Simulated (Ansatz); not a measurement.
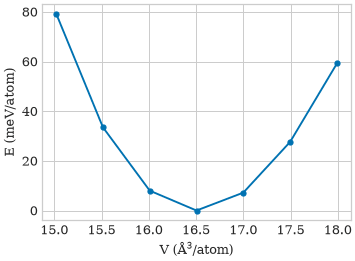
TaAl (CsCl type, space group No. 221) under volume change, the program Ansatz at the r²SCAN level (PAW), scaled uniformly.

**Question.** What does a third-order Birch–Murnaghan fit give for V₀, B₀ and B′?

**Answer.** V₀ = 16.51 Å³/atom, B₀ = 163 GPa, B′ = 3.8.

Space group Pm-3m (CsCl type). The start of the workflow was typed in or built on a structure type; neither database checked (COD, Materials Project) lists it. Whether it is the stable phase at ambient conditions was not checked. The r²SCAN relaxation kept the symmetry of its start. At this level the phase is mechanically unstable. The run is not spin-polarised. Scalar-relativistic: spin–orbit coupling is off unless named, which matters more the heavier the elements.

Potentials: the later of the program's two PAW sets.
